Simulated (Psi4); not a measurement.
# OH− (hydroxide): PBE/heavy-aug-cc-pVDZ (sweep point 3)

Aim: the vertical ionisation energy of OH− (hydroxide) at PBE/heavy-aug-cc-pVDZ (sweep point 3), from 2 runs. 

The calculation is run with Psi4 1.11.

**1. The molecule**

The species is OH− (2 atoms), meant as a singlet with charge -1. As SMILES, `[OH-]`. The coordinates come from a PBE0-D4/def2-TZVPD relaxation.

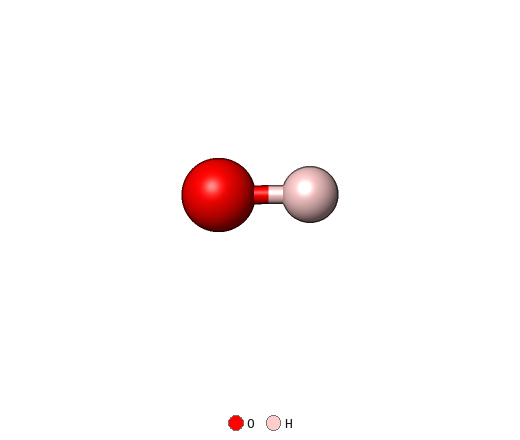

The structure, seen from a chosen angle (oxygen red, hydrogen pink).

**2. The energy at PBE/heavy-aug-cc-pVDZ (sweep point 3)**

ho.in reads:

```
memory 1.6 GB

molecule {
  -1 1
  O      0.411800    -0.131800     0.212500
  H     -0.411800     0.131800    -0.212500
  symmetry c1
}

set basis heavy-aug-cc-pVDZ
set puream true
set scf_type pk
set dft_radial_points 99
set dft_spherical_points 590

energy("pbe")
```

Launch:

```sh
$ psi4 -n 1 ho.in ho.out
```

ho.out:

```text
[...]
  Running in c1 symmetry.
[...]
  Nuclear repulsion =    4.393567039872164
[...]
  Multiplicity = 1
[...]
  Nalpha       = 5
  Nbeta        = 5
[...]
    Number of basis functions: 28
[...]
   @RKS iter   1:   -75.32500590399621    1.70800e-02   3.41590e-02 DIIS/ADIIS
[...]
   @RKS iter   9:   -75.73401116819612   -5.39416e-10   4.14752e-08 DIIS
[...]
    Orbital Energies [Eh]
    ---------------------
    Doubly Occupied:
       1A    -18.423073     2A     -0.520092     3A     -0.051320
       4A      0.084071     5A      0.084071
[...]
  @RKS Final Energy:   -75.73401116819612
   => Energetics <=
    Nuclear Repulsion Energy =              4.3935670398721642
    One-Electron Energy =                -116.1586839595388199
    Two-Electron Energy =                  45.0541084910813154
    DFT Exchange-Correlation Energy =      -9.0230027396107904
    Empirical Dispersion Energy =           0.0000000000000000
    VV10 Nonlocal Energy =                  0.0000000000000000
    Total Energy =                        -75.7340111681961190
[...]
 Multipole Moments:
 ------------------------------------------------------------------------------------
     Multipole            Electronic (a.u.)      Nuclear  (a.u.)        Total (a.u.)
 ------------------------------------------------------------------------------------
 L = 1.  Multiply by 2.5417464519 to convert [e a0] to [Debye]
 Dipole X            :          0.0000000           -0.0000000            0.0000000
 Dipole Y            :         -0.0000000           -0.0000000           -0.0000000
 Dipole Z            :          0.2829095           -0.8494811           -0.5665716
 Magnitude           :                                                    0.5665716
[...]
```

Run time: 2.7 s. Hardware: 1 thread of Intel Xeon 6975P-C (Granite Rapids), shared host; peak memory 0.31 GiB.

**3. Doublet neutral OH**

ho.inp reads:

```
memory 1.6 GB

molecule m {
  0 2
  O      0.411800    -0.131800     0.212500
  H     -0.411800     0.131800    -0.212500
  symmetry c1
}

set globals {
  basis heavy-aug-cc-pVDZ
  reference uks
  puream true
  scf_type pk
  dft_radial_points 99
  dft_spherical_points 590
  maxiter 150
}

energy("pbe")
```

Launch:

```sh
$ psi4 ho.inp ho.out -n 1
```

ho.out:

```text
[...]
  Running in c1 symmetry.
[...]
  Nuclear repulsion =    4.393567039872164
[...]
  Multiplicity = 2
[...]
  Nalpha       = 5
  Nbeta        = 4
[...]
    Number of basis functions: 28
[...]
   @UKS iter   1:   -75.59711249009762   -2.55027e-01   1.40998e-02 DIIS/ADIIS
[...]
   @UKS iter   7:   -75.66232811626158   -2.40918e-08   8.79132e-07 DIIS
[...]
   @S^2 Observed:                7.520080375E-01
[...]
    Orbital Energies [Eh]
    ---------------------
    Alpha Occupied:
       1A    -18.849682     2A     -0.940219     3A     -0.430900
       4A     -0.366491     5A     -0.293079
    Alpha Virtual:
       6A      0.014298     7A      0.097752     8A      0.108714
       9A      0.108739    10A      0.167148    11A      0.607464
      12A      0.666499    13A      0.691077    14A      0.731726
      15A      0.732399    16A      0.886699    17A      0.961075
      18A      1.006964    19A      1.270816    20A      1.704172
      21A      1.718767    22A      1.789740    23A      2.266931
      24A      2.984832    25A      3.022117    26A      3.022801
[...]
  @UKS Final Energy:   -75.66232811626158
   => Energetics <=
    Nuclear Repulsion Energy =              4.3935670398721642
    One-Electron Energy =                -112.5618200884777309
    Two-Electron Energy =                  41.2970542595980277
    DFT Exchange-Correlation Energy =      -8.7911293272540405
    Empirical Dispersion Energy =           0.0000000000000000
    VV10 Nonlocal Energy =                  0.0000000000000000
    Total Energy =                        -75.6623281162615768
[...]
 Multipole Moments:
 ------------------------------------------------------------------------------------
     Multipole            Electronic (a.u.)      Nuclear  (a.u.)        Total (a.u.)
 ------------------------------------------------------------------------------------
 L = 1.  Multiply by 2.5417464519 to convert [e a0] to [Debye]
 Dipole X            :         -0.0000000           -0.0000000           -0.0000000
 Dipole Y            :          0.0000000           -0.0000000            0.0000000
 Dipole Z            :          0.1948056           -0.8494811           -0.6546755
 Magnitude           :                                                    0.6546755
[...]
```

Run time: 3.3 s. Hardware: 1 thread of Intel Xeon 6975P-C (Granite Rapids), shared host; peak memory 0.31 GiB.

**4. Results**

At PBE/heavy-aug-cc-pVDZ (sweep point 3):

| quantity | value |
| --- | --- |
| singlet OH−: total energy | -75.73401 Eh |
| singlet OH−: HOMO energy | 2.29 eV |
| singlet OH−: LUMO energy | 7.25 eV |
| singlet OH−: HOMO–LUMO gap (to an unbound level, set by the basis) | 4.96 eV |
| doublet neutral OH: total energy | -75.66233 Eh |
| doublet neutral OH: dipole moment | 1.66 D |
| doublet neutral OH: HOMO energy (highest over α and β) | -7.32 eV |
| doublet neutral OH: LUMO energy (lowest over α and β) | -6.49 eV |
| doublet neutral OH: ⟨S²⟩ | 0.752 |
| vertical detachment energy (to the doublet neutral) | 1.951 eV |

In words: The vertical ionisation energy comes to 1.95 eV (188 kJ/mol). −ε(HOMO) before ionisation, -2.29 eV, is 4.24 eV below this ionisation energy. The HOMO (singlet OH−) lies at positive energy, 2.29 eV, as semi-local functionals often give for anions; only total energies tell whether the electron is bound.
